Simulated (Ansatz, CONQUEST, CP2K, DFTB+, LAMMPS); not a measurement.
**Codes compared on amorphous carbon (100 atoms)**

Wanted: errors and costs of other methods on amorphous carbon (100 atoms). A plane-wave run serves as the reference.

Main program and level: Ansatz 0.2.0; Kohn-Sham DFT, PBE, PAW, plane waves.

### Step 1. The structure

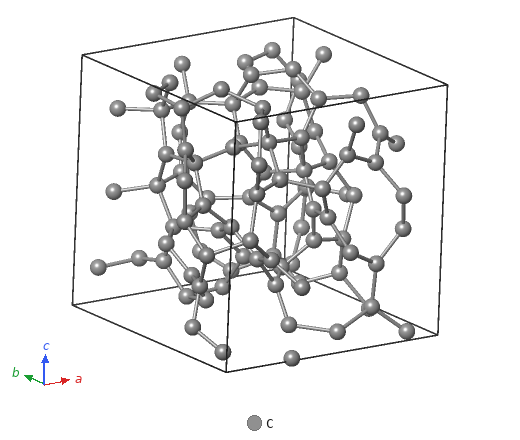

The cell as given, slightly off an axis (carbon grey). Bonds to atoms that aren't drawn are left out. Some periodic images of atoms are drawn too.

The cell holds 100 atoms: 100 C. Its edges and angles: a = 8.808 Å, b = 8.808 Å, c = 8.808 Å, α = 90.0°, β = 90.0°, γ = 90.0°. 100 atoms (100 C) placed at random at 2.92 g/cm³, melted at 6000 K for 10 ps at fixed volume with the Tersoff potential (Tersoff, Phys. Rev. B 39, 5566 (1989)). Quenched from 6000 K to 300 K at 100 K/ps and fixed volume, held 5 ps, then minimised at fixed cell.

### Step 2. Reference: Ansatz, plane waves

The PAW files are the set soft_2.

input.yaml

```yaml
crystal:
  lattice:
    - [8.8077, 0.0, 0.0]
    - [0.0, 8.8077, 0.0]
    - [0.0, 0.0, 8.8077]
  atoms:
    - { symbol: C, position: [0.66621, 0.75259, 0.83755] }
    - { symbol: C, position: [0.86239, 0.74927, 0.57293] }
    - { symbol: C, position: [0.08242, 0.4256, 0.76141] }
    - { symbol: C, position: [0.8746, 0.78303, 0.09268] }
    [... 90 atom lines left out ...]
    - { symbol: C, position: [0.79552, 0.65362, 0.82838] }
    - { symbol: C, position: [0.02359, 0.33308, 0.50953] }
    - { symbol: C, position: [0.93801, 0.36266, 0.01832] }
    - { symbol: C, position: [0.58816, 0.01724, 0.89669] }
    - { symbol: C, position: [0.8209, 0.31014, 0.90055] }
    - { symbol: C, position: [0.31363, 0.00484, 0.0081] }
kpoints:
  mp_grid: { grid: [1, 1, 1] }
hamiltonian:
  xc: pbe
scf:
  occupations: { method: fermi_dirac, width: 0.05 }
output:
  forces: true
  eigenvalues: true
  populations: true
  stress: true
```

The run is started by

```console
$ ansatz run input.yaml --threads 4 --pin off --max-ram 8192MiB --backend cpu --events-out ev --progress --plain --runs-dir out
```

Numbers of over 12 decimals in the logs are rounded to 6 here.

The log of the run:

```text
[...]
Pseudopotentials: kind: paw
Pseudopotential: C, paw, valence charge 4, recommended cutoff 420 eV (normal), C.paw.azcp
[... 5 lines on functional and potentials left out ...]
Crystal: 100 atoms, lattice volume = 683.262 Å³
Basis set: ecut = 420 eV, 13301 PW (Γ), exchange–correlation on 120×120×120 points (8 copies of the dense FFT grid, shifted against one another)
Bands: 300, of which v1, the nominal top of the filled ones, is band 200 counted from 1 (199 counted from 0)
Symmetry: 1 space group operations
Space group: P1 (ITA 1), of the structure as read, at distance tolerance 8.8e-5 Å
k-points: 1
[... 3 lines on functional and potentials left out ...]
Initial density: superposition of atomic densities (neutral atoms: chi_scale 0, normalization atom), corrected by the library's trained network
Initial wavefunctions: pseudopotential atomic-orbital guess
[...]
SCF iter   1: F=—  HF=-24990.021248 eV  |F-HF|=—  |Δ(HF+E_count)|=         —  Δρ=1.83e-2  dr2=3.58e0  ethr=1.77e-3  ⟨swp⟩=6.0  Hψ=1242  notcnv=0  defer=71
preconditioner: auto → Kerker (q_TF=auto, 2.495 Å⁻¹)  [metal: Δε(μ)=0.101 eV  Ē_g=14.770 eV  σ=0.050 eV  W_gap=0.46  n_scr=178 (ndim 8)  ℏωp=28.4 eV  f_vac=0.001  D(μ)=22.43/eV (n_scr^D=170)]
[...]
SCF iter   8: F=—  HF=-24989.497789 eV  |F-HF|=—  |Δ(HF+E_count)|=   4.86e-7  Δρ=4.91e-6  dr2=5.05e-7  ethr=1.48e-9  ⟨swp⟩=3.0  Hψ=459  notcnv=0  defer=76
SCF iter   9: F=-24989.497789 eV  HF=-24989.497789 eV  |F-HF|=2.49e-8  |Δ(HF+E_count)|=   4.06e-8  Δρ=1.60e-6  dr2=5.48e-8  ethr=2.50e-11  ⟨swp⟩=17.0  Hψ=1645  notcnv=0
SCF 1 converged in 9 iterations: F = -24989.497789 eV  dr2 = 5.48e-8
[...]
SCF converged after 9 iterations
Free energy (F): -24989.497789 eV
Harris-Foulkes:  -24989.497789 eV  (|F-HF|=2.49e-8)
Internal energy: -24989.252352 eV  (E = F + TS)
E sigma→0 (E₀):  -24989.375071 eV
Entropy (-TS):   -0.245437 eV (-2.454 meV/atom)
Fermi energy:    10.710199 eV
--- Per-component energies (eV) ---
[...]
Σ components = -24989.497789   (vs F -24989.497789, Δ=0.00e0)
--- Forces (eV/Å), atoms counted from 1 ---
  atom   1  C      0.22403921     2.40729486    -0.55505850
  atom   2  C      1.01742887    -1.07445471     3.32542728
  atom   3  C     -1.49496974    -0.88460757    -1.23784973
  atom   4  C      2.64256409     0.26200924     0.27385632
[...]
atom 100  C      1.42111089     0.80677184     0.71007269
  max |Σ_I F_I| component: 1.64e-5 eV/Å
--- Stress (GPa, compression-positive) ---
        6.161990      -6.116121       2.750801
       -6.116121       4.551280      11.896053
        2.750800      11.896052       1.386409
  P = ⅓ Tr σ = 4.0332 GPa (40.332 kbar)
--- Band table (eV) ---
  k-point 0: bands = ["-10.3084", "-9.4824", "-9.1004", "-9.0558", [... 284 levels ...], "19.9268", "19.9583", "20.0136", "20.0978", "20.1895", "20.2340", "20.2997", "20.4213", "20.4791", "20.5272", "20.5874", "20.6072"]
--- Löwdin populations: 100 sites ---
  site symbol       q [e]
     0      C      3.9111
     1      C      3.9382
     2      C      3.9787
[...]
99      C      3.9748
  spilling = 0.006657 (of n_electrons = 400.000000)
```

Run time: 5.5 s. Hardware: 4 threads of Intel Xeon Platinum 8559C (Emerald Rapids), shared host; peak memory 0.97 GiB.

Numbers from this run:

```yaml
free_energy: -24989.4978 eV
free_energy_per_atom: -249.8950 eV/atom
scf_cycles: 9
pressure: 4.033 GPa
r_m_s_force_component: 1.236 eV/Å
longest_force: 3.782 eV/Å
fermi_energy: 10.71 eV
levels_partly_filled_by_over_2_per_cent: 5
spilling_of_the_projection: 0.006657
```

Neighbours are counted within 1.85 Å (C-C).

Length of the force by element and coordination:

```csv
element,coordination,atoms,mean length of the force (eV/Å),spread,least,most
C,all,100,1.97,0.828,0.329,3.78
C,3,74,2.09,0.831,0.568,3.78
C,4,26,1.65,0.726,0.329,3.60
```

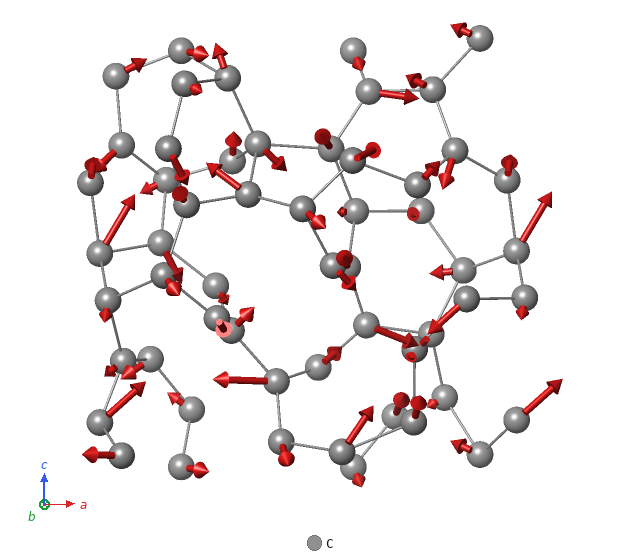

Forces as arrows; the longest in the cell is 3.78 eV/Å. Drawn is a slice 4 Å thick, seen along the normal of the ac plane.

The mean of these charges, 0.027 e, is only the charge that the projection spills.

Löwdin charges by element and coordination (they lack the spilled electrons, 0.027 e an atom on average):

```csv
element,coordination,atoms,mean charge (e),spread,least,most
C,all,100,0.0266,0.0289,-0.049,0.0889
C,3,74,0.0216,0.0314,-0.049,0.0889
C,4,26,0.0409,0.0118,0.0143,0.0635
```

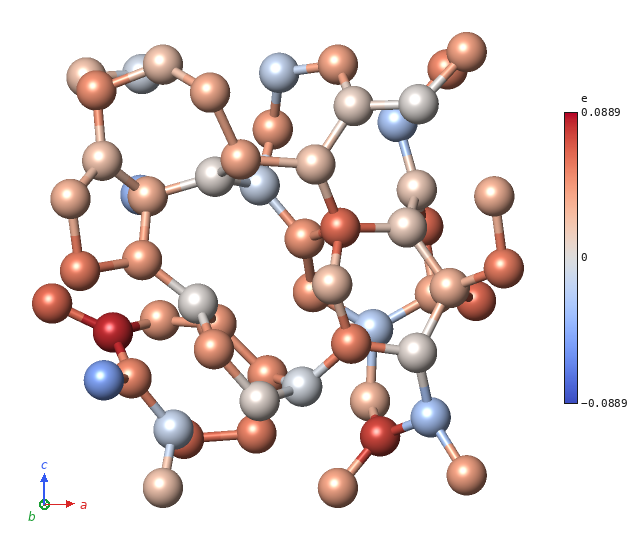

Atoms coloured by Löwdin charge. Drawn is a slice 4 Å thick, seen along the normal of the ac plane.

The levels nearest the highest filled one (over half full), pooled over k-points and spins:

```csv
level less the highest filled one (eV),occupation
-0.385,2.00
-0.273,1.99
-0.245,1.99
-0.143,1.92
-0.0952,1.80
0,1.15
0.0456,0.704
0.0801,0.428
0.256,0.016
0.405,0.001
0.433,0
0.493,0
```

### Step 3. The ladder

The programs:
- CONQUEST 1.3: pseudo-atomic orbitals (double zeta with polarisation, or contracted to multi-site or on-site support functions) with norm-conserving potentials on an integration grid.
- CP2K 2026.2: Gaussian basis with GTH pseudopotentials and a plane-wave density; labels give functional, basis (MOLOPT sets; SR short-range, UZH the newer set with its own potentials), grid cutoff/relative cutoff and solver (OT: orbital transformation; TRS4, TC2, SIGN: linear-scaling purification with its sparsity filter), or its built-in tight binding.
- DFTB+ 25.1: tight binding, with Slater–Koster sets (DFTB) or xTB through its tblite library.

All use the same cell and atoms; the electronic-structure runs use the same k-mesh, and an electronic temperature of 580 K (0.05 eV) where levels are smeared.

Differences are against the plane-wave reference, forces as r.m.s. over components; share is that over the reference's r.m.s. force, slope the least-squares factor from reference forces to these. Total energies of different programs have different zeros and aren't compared.

```csv
run,"Δ force, r.m.s. (meV/Å)",share (%),slope,Δ pressure (GPa),cores,CPU time,memory (GiB)
reference,-,-,-,-,4,19 s,0.97
"CONQUEST PBE, grid 40 Ha (coarse)",131,10.6,1.006,5.87,2,6 min,3.3
"CONQUEST PBE, grid 80 Ha",127,10.3,1.007,5.88,4,12 min,6.5
"CP2K PBE, DZVP-MOLOPT-SR, 450/50 Ry, diagonalisation",27.1,2.19,1.013,0.919,4,9.7 min,2.3
"CP2K PBE, DZVP-MOLOPT-SR, 450/70 Ry, diagonalisation",27.1,2.19,1.013,0.919,4,16 min,2.4
DFTB+ DFTB 3ob-3-1,512,41.4,1.232,14.0,1,1.3 s,0.1
DFTB+ DFTB mio-1-1,673,54.4,1.308,2.64,1,1.1 s,0.1
DFTB+ IPEA1-xTB,579,46.9,1.349,-29.2,1,27 s,1.3
```

Rows marked coarse were listed beforehand as settings not expected to be converged; some can still land near the reference.

CPU time is summed over cores on a shared host, where runs went side by side, so it is rough. Symmetry, cutoffs, thresholds, outputs and thread counts weren't matched or tuned between programs; memory under MPI is the largest rank's times the ranks.

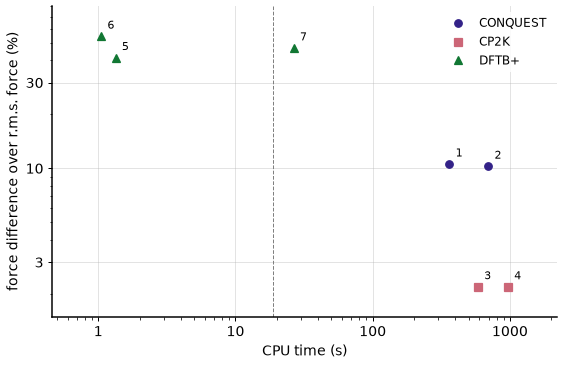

Force difference against CPU time; the dashed line marks the reference's time. Points: 1 CONQUEST PBE, grid 40 Ha; 2 CONQUEST PBE, grid 80 Ha; 3 CP2K PBE, DZVP-MOLOPT-SR, 450/50 Ry, diagonalisation; 4 CP2K PBE, DZVP-MOLOPT-SR, 450/70 Ry, diagonalisation; 5 DFTB+ DFTB 3ob-3-1; 6 DFTB+ DFTB mio-1-1; 7 DFTB+ IPEA1-xTB.

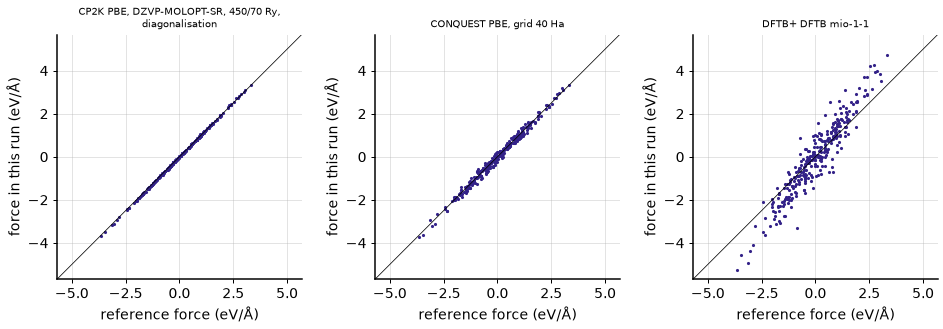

Force components against those of the reference; the line marks equality.

Within one program, basis, potentials and functional, energies share a zero. Each run against its twin at the usual cutoff or grid and solver:

```csv
run,twin,Δ energy (meV/atom),"Δ force, r.m.s. (meV/Å)",CPU time over the twin's
"CONQUEST PBE, grid 40 Ha",grid 80 Ha,-0.747,22.8,0.52 (this twin ran on 4 cores)
"CP2K PBE, DZVP-MOLOPT-SR, 450/70 Ry, diagonalisation","DZVP-MOLOPT-SR, 450/50 Ry, diagonalisation",0,0.123,1.7
```

### Step 4. Outcome

```yaml
reference_r_m_s_force_component: 1.24 eV/Å
nearest_in_forces: a tie at 2.2 % of 2 runs: CP2K PBE, DZVP-MOLOPT-SR, 450/50 Ry, diagonalisation; CP2K PBE, DZVP-MOLOPT-SR, 450/70 Ry, diagonalisation
farthest_in_forces: DFTB+ DFTB mio-1-1, 54 %
cheapest_electronic_structure_run_beside_the_reference: DFTB+ DFTB mio-1-1, 1.1 s of CPU time
```

What this shows: The PBE runs in local orbitals, coarse settings apart, differ by 2.2 % (CP2K PBE, DZVP-MOLOPT-SR, 450/70 Ry, diagonalisation) to 10 % (CONQUEST PBE, grid 80 Ha); basis, grid and potentials can all enter. Tight binding differs by 41 % (DFTB+ DFTB 3ob-3-1) to 54 % (DFTB+ DFTB mio-1-1); it is another model, with fitted parameters of its own, and the xTB methods hold dispersion. IPEA1-xTB was fitted to ionisation energies and electron affinities, not to forces or charges. Runs with settings chosen to be coarse differ by 11 % (CONQUEST PBE, grid 40 Ha), their programs' other errors included. Of the electronic-structure runs that take under half the reference's CPU time, DFTB+ DFTB 3ob-3-1 comes nearest, at 41 % in 1.3 s against 19 s; its pressure misses by +14.0 GPa. In pressure, CONQUEST PBE, grid 80 Ha misses by +5.9 GPa, at the same functional. In the reference: counting bands leaves a spacing of only 0.046 eV (at Γ alone), which the smearing bridges: 5 levels are partly filled by over 2 %, so a gap, if any, is small at this level. In the reference: Löwdin charges run from -0.05 to +0.09 e, about a mean that is the spilled charge alone. Periodic xTB results under one method name differ between programs and library versions (DFTB+ here holds tblite 0.3). The quench rate of 100 K/ps is many orders above laboratory rates, so the cell is likely richer in defects and strain than a real sample. The network of bonds at the start is that of the classical potential that made the cell, and needn't be the one that DFT or experiment would give. The reference's stress is far from hydrostatic: its diagonal is 6.2, 4.6, 1.4 GPa, compression counted positive. The reference's pressure of 4.0 GPa belongs to a cell and atoms that aren't relaxed at this level. The electronic-structure runs sample only Γ, in a cell whose shortest periodic width is 9 Å, which is coarse for a cell with partly filled levels.

[Also dropped from logs without a mark: logging warnings of Python, and SIESTA's first energy breakdown and zero terms.]

[Logs are printed without paths, hosts, clocks, repeated set-up lines and the standing remarks that a program may print on its own settings, such as how far it seeks lower states.]

[Hosts, paths, dates, database ids (printed as entryN), source tags and the programs' standing remarks are cut or masked in the printed files.]
